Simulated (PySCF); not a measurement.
```xyz
12

N    -2.4396    2.3014   -0.0829
C    -1.9444    1.2999    0.1578
C    -1.3043    0.0416    0.4381
C    -0.5603   -0.4309   -0.7951
N     0.6663   -0.5890   -0.9103
Si    2.0773   -0.3894    0.0541
H    -0.6109    0.1651    1.2727
H    -2.0740   -0.6911    0.6989
H    -1.2020   -0.6395   -1.6535
H     2.8551    0.5730   -0.7160
H     1.9052    0.0966    1.4326
H     2.6328   -1.7384    0.0777
```

Geometry: GFN2-xTB.

Theory: PBE0/pcSseg-1, SCF density, gas phase, non-relativistic in PySCF.

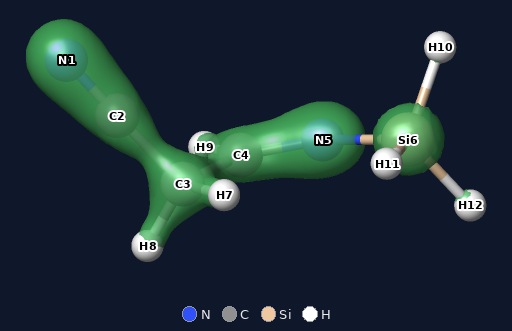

C$_{3}$H$_{6}$N$_{2}$Si (SMILES N#CC/C=N\[SiH3]). Isosurface of the total electron density at 1.5 e/Å³ (green), seen from one side.

Question: Which contacts does the surface bridge?

Answer: At this value the surface falls into five separate pieces. It bridges the sampled C–N (1.14 Å), C–C (1.44 Å) and C–H (1.09 Å) contacts, where the density stays above the isovalue. It is pinched off along the sampled Si–N (1.72 Å) contacts. On the grid the lowest density along these lines, outside the cores, is 3.4 e/Å³ (C–N, 1.14 Å), 1.8 e/Å³ (C–C, 1.44 Å), 0.9 e/Å³ (Si–N, 1.72 Å) and 1.9 e/Å³ (C–H, 1.09 Å).
